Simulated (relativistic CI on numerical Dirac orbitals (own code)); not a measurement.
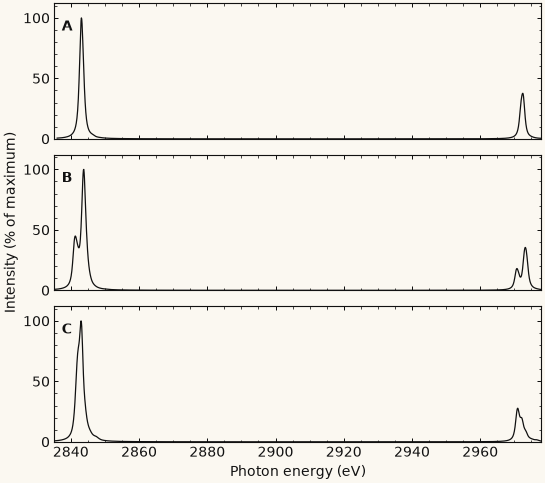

L₂,₃ X-ray absorption of Ru³⁺, [Kr] 4d⁵, in 3 environments. Multiplet model: relativistic Dirac–Coulomb–Breit theory, one configuration a step, Slater integrals scaled by 0.9, 10 K, Voigt broadening (Lorentzian 0.96 eV, Gaussian 0.5 eV full widths), computed with a radial Dirac CI code.

(1) a field of Td symmetry with 10Dq = −19,400 cm⁻¹
(2) a field of Td symmetry with 10Dq = −22,700 cm⁻¹
(3) no crystal field (free ion)

### Match the spectra to the environments.

A is (3), ground-state S = 2.49, maxima at 2843.1 eV (100) and 2972.5 eV (38); B is (1), ground-state S = 2.45, maxima at 2841.3 eV (45), 2843.8 eV (100), 2970.8 eV (18) and 2973.2 eV (35); C is (2), ground-state S = 0.57, maxima at 2843.0 eV (100) and 2971.0 eV (28) (heights in % of each maximum).

Note: free-ion energies, so absolute edge positions are off by a few eV from solids.
